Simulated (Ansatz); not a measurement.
The reference is C in the diamond structure (space group Fd-3m, No. 227; a = 3.532 Å).

It is then changed as follows: every lattice vector is stretched by 1.00 %, atoms relaxed at fixed cell.

All numbers come from Ansatz (a first-principles code) LDA, spin-orbit coupling left out.

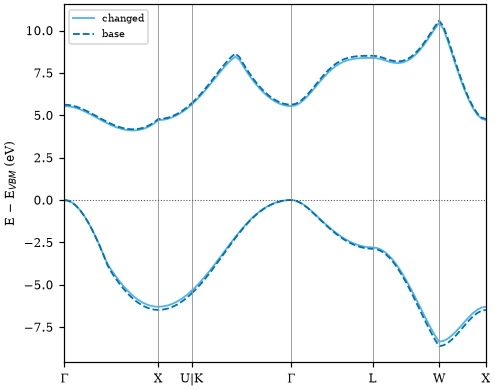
Figure. Highest valence and lowest conduction band along the path, each from its own valence-band maximum

**Question.** Read the changed gap and its character from the plot.

**Answer.** About 4.1 eV, indirect, Γ → Γ–X (71 % along).

The cells carry an imposed strain or load. Whether these cells are dynamically stable was not tested.
